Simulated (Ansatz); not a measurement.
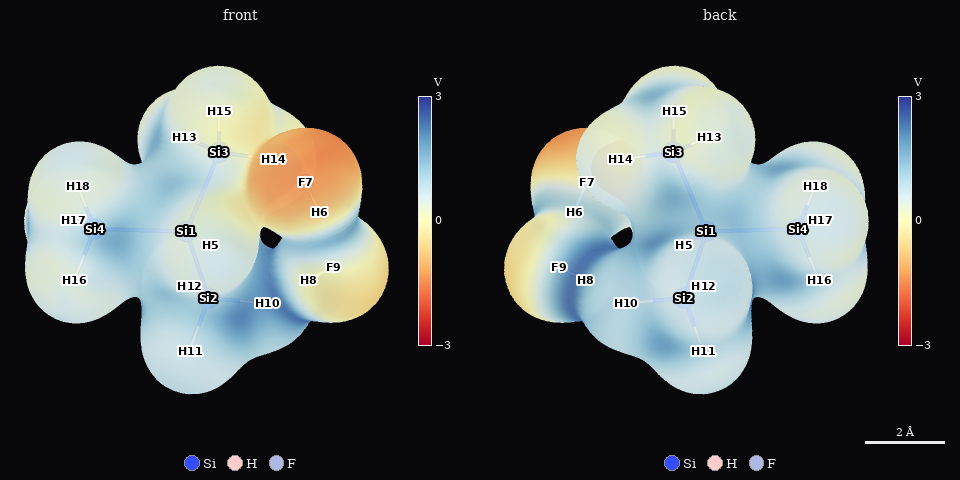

Figure 1: H10Si4···HF···HF. The electrostatic potential painted on the density surface at 0.004 e/bohr³, seen from the front and from behind; the colour scale runs from red (negative) to blue (positive).

The reactant side of a reaction path; geometry: PBE0-D4/def2-TZVP.

The calculation used RKS PBE0-D4/def2-TZVPP (Ansatz 0.2.0).

Input

```
crystal:
  periodic: [false, false, false]
  atoms:
    - {symbol: Si, position_ang: [-0.261551, -0.618590, 0.112378]}
    - {symbol: Si, position_ang: [1.894115, -0.316386, -0.737273]}
    - {symbol: Si, position_ang: [-1.519390, 1.281616, -0.421584]}
    - {symbol: Si, position_ang: [-1.152918, -2.521146, -0.912438]}
    - {symbol: H, position_ang: [-0.141102, -0.831830, 1.580734]}
    - {symbol: H, position_ang: [0.175545, 1.954511, 2.481894]}
    - {symbol: F, position_ang: [-0.743861, 1.848851, 2.598976]}
    - {symbol: H, position_ang: [2.069711, 1.567147, 1.225035]}
    - {symbol: F, position_ang: [1.833864, 2.003163, 2.020204]}
    - {symbol: H, position_ang: [2.562589, 0.881526, -0.114743]}
    - {symbol: H, position_ang: [2.802107, -1.462006, -0.471521]}
    - {symbol: H, position_ang: [1.870993, -0.025425, -2.193958]}
    - {symbol: H, position_ang: [-1.849283, 1.180233, -1.871452]}
    - {symbol: H, position_ang: [-0.723970, 2.519602, -0.218858]}
    - {symbol: H, position_ang: [-2.779281, 1.331926, 0.358349]}
    - {symbol: H, position_ang: [-0.335603, -3.721652, -0.590981]}
    - {symbol: H, position_ang: [-1.151966, -2.321359, -2.386423]}
    - {symbol: H, position_ang: [-2.549998, -2.750280, -0.458341]}
basis:
  gaussian: {orbitals: def2-TZVPP}
hamiltonian: {xc: pbe0, dispersion: d4}
output: {orbitals: {seedname: orbitals}}
```

Run with:

```sh
ansatz run in.yaml --threads 4 --pin off --events-out ev --progress --plain --max-ram 66560MiB --backend cuda --devices 0, --max-vram 37GiB
```

Which sites attract a positive test charge, and which a negative one?

A positive charge is drawn to the negative regions and a negative charge to the positive ones. The most negative region (about −1.4 V, or −32 kcal/mol for a unit charge) lies over F7, the most positive (about +2.4 V, or +55 kcal/mol for a unit charge) over H8.
